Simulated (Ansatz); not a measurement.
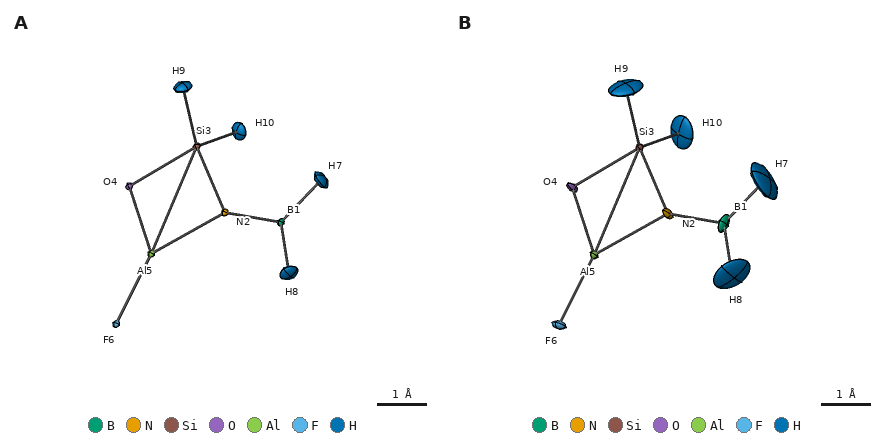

Displacement ellipsoids at the 50 % level, scaled by 0.7, from the internal vibrations of the free molecule (harmonic, no overall translation or rotation; no half-axis is drawn under 0.075 Å). Vibrations computed with RKS PBE0-D4/def2-TZVP (Ansatz 0.2.0). One panel is for 100 K, the other for 900 K.

**Which panel is for 900 K?**

B.

**How much does the mean-square displacement of B1 grow, and why?**

U_eq goes from 0.0035 to 0.0193 Å², a factor of 5.6. Modes below kT (626 cm⁻¹ at 900 K) grow about in proportion to T, and the lowest lies at 126 cm⁻¹; the mean-square amplitude of a mode is its zero-point value times coth(ħω/2kT), which comes close to 1 only above about 3kT.
